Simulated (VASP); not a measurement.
Band structure of CuI (space group F-43m). Method: PBE GGA, VASP's PBE PAW potentials (set 64) (plane waves; VASP).

Unless said otherwise, spin-orbit coupling is left out, though it shifts the bands of the heavy elements here.

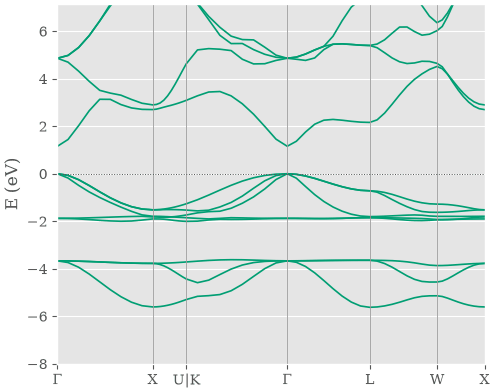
Figure. Bands along high-symmetry lines, zero at the valence-band maximum or, without a gap, the Fermi level

Task: Read the plot: is there a gap, and where are the band edges?

Result: The gap is direct, 1.16 eV, from the valence maximum at Γ to the conduction minimum at Γ.

The structure is a typed CuI crystal. The cell was not relaxed at this level.
